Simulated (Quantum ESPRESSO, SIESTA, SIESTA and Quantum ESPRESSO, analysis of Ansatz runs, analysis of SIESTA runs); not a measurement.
## Mg_Si in SiC (F-43m): how far do the levels depend on the basis and the program? (SIESTA and Quantum ESPRESSO)

Question: at which Fermi levels does Mg_Si in SiC (F-43m) change its charge, and how much of the answer depends on the basis and the program? The model is a cell of 54 host atoms with 1 Si taken out and 1 Mg put in.

Main program and level: SIESTA and Quantum ESPRESSO; SIESTA numerical-orbital DFT, PBEsol, DZP basis, PseudoDojo 0.4.1 potentials converted to PSML; charged supercells in a uniform background, point-charge correction with alignment at far sites.

**Measured values to reproduce.**

“Insight into the structural, elastic and electronic properties of a new orthorhombic 6O-SiC polytype” (2020, pmc:7200658) quotes from earlier work for SiC, cubic 3C zincblende (literature value): band gap (indirect gap) 2.4 eV [literature value; measurement temperature and method not stated].

Report form: the programs' logs are mostly left out.

**1. The starting structure**

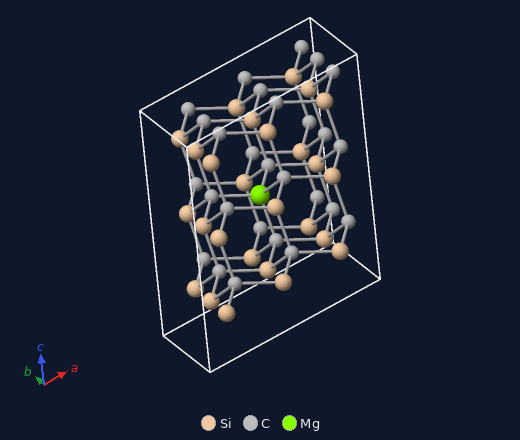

Start, viewed slightly off an axis; silicon light orange, carbon light grey, magnesium green.

The cell holds 54 atoms: 26 Si, 27 C and 1 Mg. Its edges and angles: a = 9.283 Å, b = 9.283 Å, c = 9.283 Å, α = 60.0°, β = 60.0°, γ = 60.0°. It derives from SiC (space group F-43m). Nearest the centre at fractional (0.333, 0.667, 0.667): Mg35 at 0.00 Å, C36 at 1.89 Å, C18 at 1.89 Å, C30 at 1.89 Å, C34 at 1.89 Å, Si25 at 3.09 Å, Si13 at 3.09 Å, Si21 at 3.09 Å.

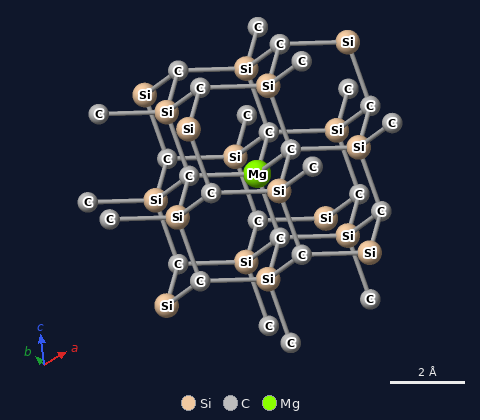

The atoms within 5 Å of the centre.

Structure file:

```
CELL_PARAMETERS angstrom
0.00000 6.56441 6.56441
6.56441 0.00000 6.56441
6.56441 6.56441 0.00000
ATOMIC_POSITIONS crystal
Si 0.00000 0.00000 0.00000
C 0.08333 0.08333 0.08333
Si 0.00000 0.00000 0.33333
C 0.08333 0.08333 0.41667
Si 0.00000 0.00000 0.66667
C 0.08333 0.08333 0.75000
Si 0.00000 0.33333 0.00000
C 0.08333 0.41667 0.08333
Si 0.00000 0.33333 0.33333
C 0.08333 0.41667 0.41667
Si 0.00000 0.33333 0.66667
C 0.08333 0.41667 0.75000
Si 0.00000 0.66667 0.00000
C 0.08333 0.75000 0.08333
Si 0.00000 0.66667 0.33333
C 0.08333 0.75000 0.41667
Si 0.00000 0.66667 0.66667
C 0.08333 0.75000 0.75000
Si 0.33333 0.00000 0.00000
C 0.41667 0.08333 0.08333
Si 0.33333 0.00000 0.33333
C 0.41667 0.08333 0.41667
Si 0.33333 0.00000 0.66667
C 0.41667 0.08333 0.75000
Si 0.33333 0.33333 0.00000
C 0.41667 0.41667 0.08333
Si 0.33333 0.33333 0.33333
C 0.41667 0.41667 0.41667
Si 0.33333 0.33333 0.66667
C 0.41667 0.41667 0.75000
Si 0.33333 0.66667 0.00000
C 0.41667 0.75000 0.08333
Si 0.33333 0.66667 0.33333
C 0.41667 0.75000 0.41667
Mg 0.33333 0.66667 0.66667
C 0.41667 0.75000 0.75000
Si 0.66667 0.00000 0.00000
C 0.75000 0.08333 0.08333
Si 0.66667 0.00000 0.33333
C 0.75000 0.08333 0.41667
Si 0.66667 0.00000 0.66667
C 0.75000 0.08333 0.75000
Si 0.66667 0.33333 0.00000
C 0.75000 0.41667 0.08333
Si 0.66667 0.33333 0.33333
C 0.75000 0.41667 0.41667
Si 0.66667 0.33333 0.66667
C 0.75000 0.41667 0.75000
Si 0.66667 0.66667 0.00000
C 0.75000 0.75000 0.08333
Si 0.66667 0.66667 0.33333
C 0.75000 0.75000 0.41667
Si 0.66667 0.66667 0.66667
C 0.75000 0.75000 0.75000
```

The host's dielectric constants go in as inputs: 7.10 for the electrons alone, 10.43 with the ions, from a response run on this crystal (DFPT, PBEsol, Quantum ESPRESSO) at that run's own cell.

The cell's shortest repeat is 9.3 Å.

The primitive cell was relaxed at this level beforehand, to 20.95 Å³.

The defect-free supercell was relaxed beforehand, from displaced atoms: they ended at most 0.01 Å from the sites they started about, so the symmetric structure holds.

**2. Band edges**

Levels are counted from the valence top, which comes from the unit cell, dense mesh; the energy of the host comes from the defect-free supercell at the defects' own k-points, so that the host's part of the sampling error cancels.

host.fdf reads:

```
SystemName                      SiC
SystemLabel                     host
NumberOfSpecies                 2
NumberOfAtoms                   2
%block ChemicalSpeciesLabel
  1   14 Si
  2    6 C
%endblock ChemicalSpeciesLabel
LatticeConstant                 1.0 Ang
%block LatticeVectors
     0.000001000     2.188136000     2.188136000
     2.188136000     0.000001000     2.188136000
     2.188136000     2.188136000     0.000001000
%endblock LatticeVectors
AtomicCoordinatesFormat         Fractional
%block AtomicCoordinatesAndAtomicSpecies
     0.000003199     0.000003199     0.000003199  1
     0.249996972     0.249996972     0.249996972  2
%endblock AtomicCoordinatesAndAtomicSpecies
%block kgrid.MonkhorstPack
   12   0   0  0.00
    0  12   0  0.00
    0   0  12  0.00
%endblock kgrid.MonkhorstPack
XC.Functional                   GGA
XC.Authors                      PBEsol
PAO.BasisSize                   DZP
PAO.EnergyShift                 0.005 Ry
Mesh.Cutoff                     300 Ry
OccupationFunction              FD
ElectronicTemperature           0.01 eV
MaxSCFIterations                150
SCF.MustConverge                true
SCF.Mixer.Method                Pulay
SCF.Mixer.Weight                0.2
SCF.Mixer.History               10
SCF.DM.Tolerance                1.0e-4
SCF.H.Tolerance                 1.0e-3 eV
WriteForces                     true
Charge.Mulliken                 end
```

The run is started by

```bash
$ OMP_NUM_THREADS=1 siesta host.fdf > host.out
```

Elapsed: 26 s, on 1 MPI rank of Arm Neoverse V1, shared host; peak memory 0.2 GiB.

The gap at this level is 1.23 eV.

Test of the sampling: at one point at (¼, ¼, ¼) the host's energy lies 128 meV an atom above its value on the primitive cell's dense mesh, too far, so all defect runs take a 2×2×2 mesh.

**3. Relaxing each charge state**

Each state starts from the atoms near the defect displaced at random, so that no symmetry of the ideal site is imposed. An odd electron count needs spin polarisation, and the total moment is held fixed to keep the state apart from its neighbours in spin. Charge 0 is shown in full.

defect.fdf reads:

```
SystemName                      MgSi26C27
SystemLabel                     defect
NumberOfSpecies                 3
NumberOfAtoms                   54
%block ChemicalSpeciesLabel
  1   14 Si
  2    6 C
  3   12 Mg
%endblock ChemicalSpeciesLabel
LatticeConstant                 1.0 Ang
%block LatticeVectors
     0.000003000     6.564408000     6.564408000
     6.564408000     0.000003000     6.564408000
     6.564408000     6.564408000     0.000003000
%endblock LatticeVectors
AtomicCoordinatesFormat         Fractional
%block AtomicCoordinatesAndAtomicSpecies
     0.002044249     0.004735821    -0.001332003  1
     0.083332324     0.083332324     0.083332324  2
     0.001692617     0.004061953     0.333783743  1
     0.076771780     0.086164430     0.418574630  2
     0.000623832     0.003922862     0.660400371  1
     0.086292884     0.079438369     0.746363692  2
    -0.003755473     0.339510304    -0.002399447  1
     0.077224749     0.421036078     0.083972546  2
     0.000001066     0.333334400     0.333334400  1
     0.083332324     0.416665657     0.416665657  2
     0.000001066     0.333334400     0.666667733  1
     0.082253721     0.417491375     0.744827369  2
    -0.002890786     0.665837058    -0.002722138  1
     0.082933713     0.755909277     0.082543272  2
     0.000001066     0.666667733     0.333334400  1
     0.085571776     0.743730192     0.417009198  2
     0.001449864     0.670253024     0.660252494  1
     0.078067795     0.750554821     0.755427919  2
     0.333334400     0.000001066     0.000001066  1
     0.416665657     0.083332324     0.083332324  2
     0.330678728    -0.004729804     0.336220846  1
     0.411411969     0.084197330     0.415694844  2
     0.334046070     0.005921268     0.662867001  1
     0.416665657     0.083332324     0.749998991  2
     0.330478914     0.329535667     0.000750128  1
     0.417149166     0.422594699     0.081143018  2
     0.333334400     0.333334400     0.333334400  1
     0.411607550     0.422309762     0.415923142  2
     0.329308669     0.330583750     0.672431207  1
     0.418752805     0.421799667     0.745604390  2
     0.331853974     0.672008968     0.001220486  1
     0.416665657     0.749998991     0.083332324  2
     0.329767887     0.664900685     0.339739515  1
     0.415385083     0.756477880     0.414733230  2
     0.328471975     0.669702018     0.664154337  3
     0.412360472     0.748646162     0.749538256  2
     0.666667733     0.000001066     0.000001066  1
     0.749998991     0.083332324     0.083332324  2
     0.668224210     0.005468395     0.329103139  1
     0.749998991     0.083332324     0.416665657  2
     0.666667733     0.000001066     0.666667733  1
     0.749998991     0.083332324     0.749998991  2
     0.669283026     0.327286158    -0.000368438  1
     0.749998991     0.416665657     0.083332324  2
     0.667286489     0.336272136     0.336175604  1
     0.743959978     0.419901718     0.416176875  2
     0.661161857     0.338477357     0.667619147  1
     0.746867985     0.422411616     0.751118235  2
     0.666667733     0.666667733     0.000001066  1
     0.749998991     0.749998991     0.083332324  2
     0.668322824     0.660481476     0.337435925  1
     0.745136802     0.750249117     0.422412415  2
     0.662156934     0.665212757     0.672630277  1
     0.749998991     0.749998991     0.749998991  2
%endblock AtomicCoordinatesAndAtomicSpecies
%block kgrid.MonkhorstPack
    2   0   0  0.50
    0   2   0  0.50
    0   0   2  0.50
%endblock kgrid.MonkhorstPack
XC.Functional                   GGA
XC.Authors                      PBEsol
PAO.BasisSize                   DZP
PAO.EnergyShift                 0.005 Ry
Mesh.Cutoff                     300 Ry
Spin                            polarized
%block DM.InitSpin
    18   0.400
    30   0.400
    34   0.400
    35   0.400
    36   0.400
%endblock DM.InitSpin
Spin.Fix                        true
Spin.Total                      2.0
OccupationFunction              FD
ElectronicTemperature           0.01 eV
MaxSCFIterations                150
SCF.MustConverge                true
SCF.Mixer.Method                Pulay
SCF.Mixer.Weight                0.1
SCF.Mixer.History               10
SCF.DM.Tolerance                3.0e-4
SCF.H.Tolerance                 3.0e-3 eV
WriteForces                     true
Charge.Mulliken                 end
SaveRho                         true
SaveElectrostaticPotential      true
Charge.Hirshfeld                end
Charge.Voronoi                  end
MD.TypeOfRun                    Broyden
MD.Steps                        90
MD.MaxForceTol                  0.04 eV/Ang
MD.MaxDispl                     0.15 Ang
WriteCoorStep                   true
AtomCoorFormatOut               Fractional
```

The run is started by

```bash
$ OMP_NUM_THREADS=1 siesta defect.fdf > defect.out
```

It took 48 min on 1 MPI rank; peak memory 1.2 GiB.

The steps and moves of this run count from the displaced start.

Relaxation path:

```
step  energy less that of the first step (eV)  largest force (eV/Å)
   0                                   0.0000                5.6333
   1                                  -2.3100                2.2226
   2                                  -2.7824                1.0096
   3                                  -2.9266                0.3486
   4                                  -2.9462                0.1056
   5                                  -2.9502                0.0848
   6                                  -2.9533                0.0571
   7                                  -2.9546                0.0370
```

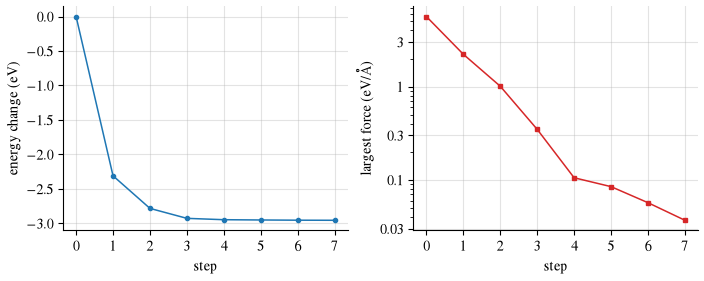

Energy and largest force along the relaxation.

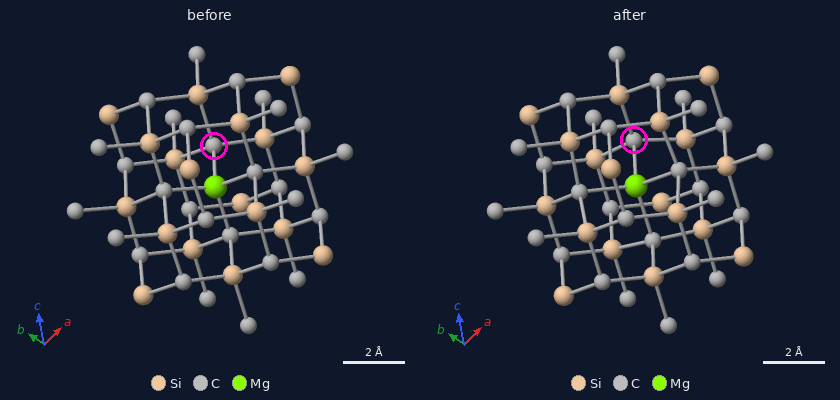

Before and after: the atoms that start within 5 Å of the centre. C36, which moves most, is ringed if it is among them.

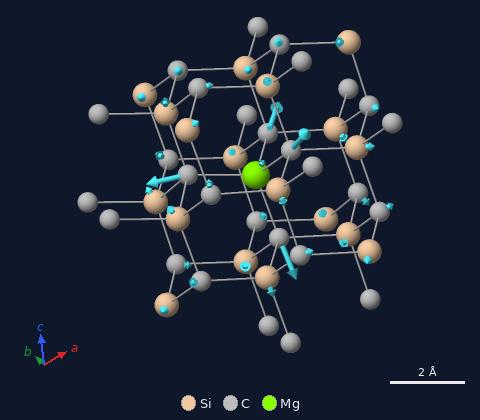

Displacements in the relaxation near the centre, exaggerated; the longest in the cell stands for 0.25 Å.

The atoms that moved most (Å):

```
atom      dx      dy      dz  length
 C36   0.136   0.139   0.153   0.248
 C30  -0.113   0.120  -0.166   0.234
 C34  -0.140  -0.106   0.082   0.194
 C18   0.089  -0.133  -0.092   0.185
Si21   0.023  -0.019   0.057   0.064
Si43   0.049  -0.023   0.022   0.058
 C16   0.044  -0.026   0.025   0.057
Si33  -0.033  -0.035   0.030   0.057
```

Neighbours of Mg35 at the end:

```
atom  distance (Å)
 C18         2.098
 C34         2.100
 C36         2.100
 C30         2.100
 Si5         3.099
Si13         3.101
Si23         3.102
Si17         3.103
Si21         3.104
Si31         3.106
Si33         3.106
Si25         3.107
Si51         3.108
Si29         3.110
Si53         3.110
Si47         3.112
```

Energies on the run's own zero. States near gap, by row:

```
spin  k  band  energy (eV)  filled by count
  up  0   108       -7.112                1
  up  0   109        -7.11                1
  up  0   110       -6.985                1
  up  0   111       -6.562                1
  up  0   112       -6.559                1
  up  0   113       -4.388                0
  up  0   114       -4.354                0
  up  0   115       -4.353                0
  up  0   116       -3.651                0
  up  1   108       -7.517                1
  up  1   109         -7.3                1
  up  1   110       -7.198                1
  up  1   111       -6.763                1
  up  1   112       -6.655                1
  up  1   113       -4.973                0
  up  1   114       -3.802                0
  up  1   115       -3.737                0
  up  1   116       -3.232                0
down  0   106       -7.444                1
down  0   107       -7.443                1
down  0   108       -7.037                1
down  0   109       -7.036                1
down  0   110       -6.559                1
down  0   111        -6.12                0
down  0   112       -6.114                0
down  0   113       -4.359                0
down  0   114        -4.34                0
down  1   106       -7.561                1
down  1   107       -7.473                1
down  1   108       -7.414                1
down  1   109       -7.118                1
down  1   110       -7.078                1
down  1   111       -6.337                0
down  1   112       -6.225                0
down  1   113        -4.95                0
down  1   114       -3.767                0
```

The states that were run, at 2×2×2 shifted by half a step, on 1 MPI rank of Arm Neoverse V1, shared host:

```
charge  moment (μB)    outcome  structures computed  largest displacement of a host atom from its site (Å)  lowest empty less highest filled level (eV)    time
    −2            0  converged                    7                                                   0.18                                         1.07  24 min
     0            0  converged                    7                                                   0.23                                        -0.09  40 min
     0            2  converged                    8                                                   0.21                                         0.22  48 min
    −1            1  converged                    7                                                   0.20                                        -0.10  58 min
```

At charge 0 (moment 0 μB) and −1 filled and empty levels, counted over both spins and all k-points, touch or overlap: the last carrier shares a level or a band, or the held moment keeps an electron of one spin above an empty level of the other.

Against the host's sites the lattice moves most at charge 0 (0.23 Å); the smallest move among the states is 0.18 Å.

**4. Corrections and levels**

A charged cell interacts with its images and the background. The point-charge term, screened by the static dielectric constant, takes that out, and the potential far from the defect is aligned with the host's. Chemical potentials: C (diamond), Mg (hcp) and Si (diamond), run alike.

By state, in eV; the first energy still holds the atoms taken out or put in:

```
charge  moment (μB)  energy over the host, electrons at the valence top  point-charge term  potential shift at far sites  its spread  correction
    −2            0                                            -1492.34              0.964                         0.044       0.041       0.875
    −1            1                                            -1492.93              0.241                        -0.004       0.026       0.246
     0            0                                            -1493.24              0.000                             -           -       0.000
     0            2                                            -1493.37              0.000                             -           -       0.000
```

Potentials at atomic sites for charge −2, some of the atoms; distances and the model charge refer to the site on which the defect was built:

```
atom  distance from that site (Å)  potential less the host's (eV)  point-charge model (eV)
 C30                        2.046                           0.542                    0.428
Si53                        3.076                           0.065                    0.033
Si33                        3.086                           0.065                    0.031
 Si5                        3.099                           0.064                    0.028
 C28                        3.624                          -0.036                   -0.071
  C6                        3.633                          -0.036                   -0.072
 Si7                        4.366                          -0.220                   -0.161
 C20                        4.758                          -0.037                   -0.134
Si11                        5.349                          -0.175                   -0.163
Si27                        5.354                          -0.175                   -0.163
 C40                        5.678                          -0.165                   -0.199
```

Over the charge states the far sites scatter by a standard deviation of up to 0.04 eV about the model once its mean shift is taken off, which is the uncertainty of the alignment.

Limit set by the element alone; other compounds of these elements are not counted. Chemical potentials from the elements' reference states: C 0.00 eV, Si -0.50 eV, Mg 0.00 eV. Formation energies (C-rich), with the Fermi level at the valence top and at the conduction bottom (gap 1.23 eV):

```
charge  at valence top (eV)  at conduction bottom (eV)  correction included (eV)
     0                 4.28                       4.28                      0.00
    −1                 4.97                       3.74                      0.25
    −2                 6.19                       3.73                      0.88
```

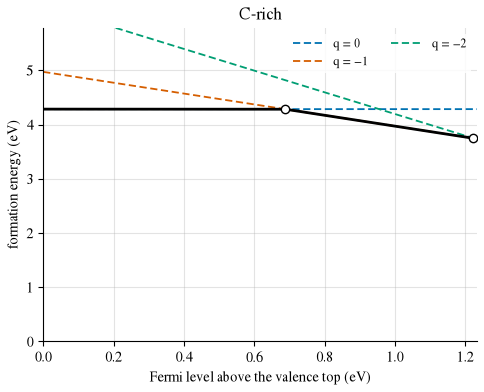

Formation energy against Fermi level; the thick line follows the lowest charge state and circles mark the transition levels.

(Continued in part 2 of 2.)

[Logs are printed without paths, hosts, clocks, repeated set-up lines and the standing remarks that a program may print on its own settings, such as how far it seeks lower states.]

[Hosts, paths, dates, database ids (printed as entryN), source tags and the programs' standing remarks are cut or masked in the printed files.]

[For some hosts the program warned that the k-mesh of the response run may be too coarse for force constants and the static dielectric constant; such warnings are not shown here.]

[Charge tables in the logs are Mulliken or Hirshfeld populations, whose sizes and signs can differ; where basis functions stand at a vacancy, SIESTA counts their charge against the missing atom's valence.]

[In relaxation paths of CP2K, step 0 can be the structure after the first move, since the trajectory file begins there, and the last row can be the final structure solved once more.]
